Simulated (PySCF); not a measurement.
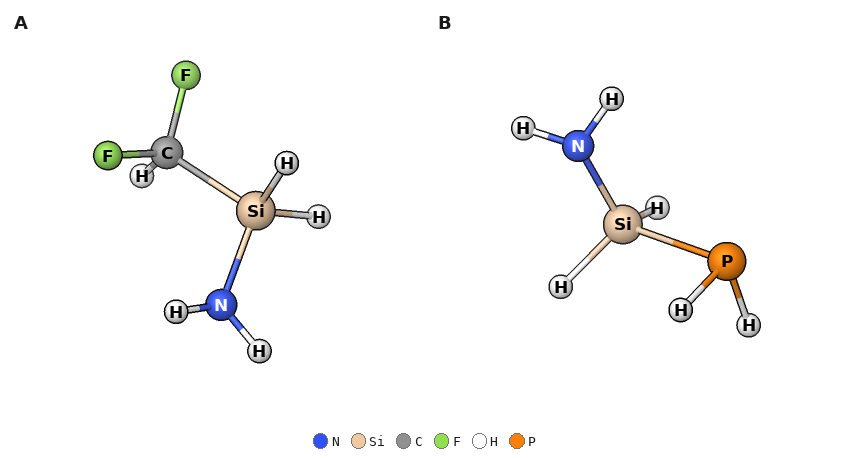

Two related species, optimised with PBE0-D3(BJ)/def2-SVP; properties computed with PySCF 2.14.0. Both: charge 0, singlet.

What are A and B?

Answer. A is CH5F2NSi (N[SiH2]C(F)F), B is H6NPSi (N[SiH2]P).

Compare them. With PBE0/pcSseg-1: dipole moment (D), HOMO–LUMO gap (eV), HOMO energy (Kohn–Sham orbital) (eV), shielding of Si (ppm), Hirshfeld charge of Si (e), IAO charge of Si (e). With B3LYP/def2-SVPD: lowest vertical singlet excitation (eV), mean static polarisability (bohr³). With PBE0-D3(BJ)/def2-SVP: mean Si–H length (Å), mean Si–N length (Å).

| quantity | A | B |
| --- | --- | --- |
| dipole moment (D) | 2.74 | 1.46 |
| HOMO–LUMO gap (eV) | 8.09 | 7.61 |
| HOMO energy (Kohn–Sham orbital) (eV) | −7.65 | −7.24 |
| shielding of Si (ppm) | 391.3 | 380.9 |
| Hirshfeld charge of Si (e) | 0.36 | 0.31 |
| IAO charge of Si (e) | 0.88 | 0.72 |
| lowest vertical singlet excitation (eV) | 6.17 | 5.90 |
| mean static polarisability (bohr³) | 50.8 | 66.1 |
| mean Si–H length (Å) | 1.494 | 1.499 |
| mean Si–N length (Å) | 1.726 | 1.731 |

Each is one conformer, and no frequency run is at hand to confirm it as a minimum.
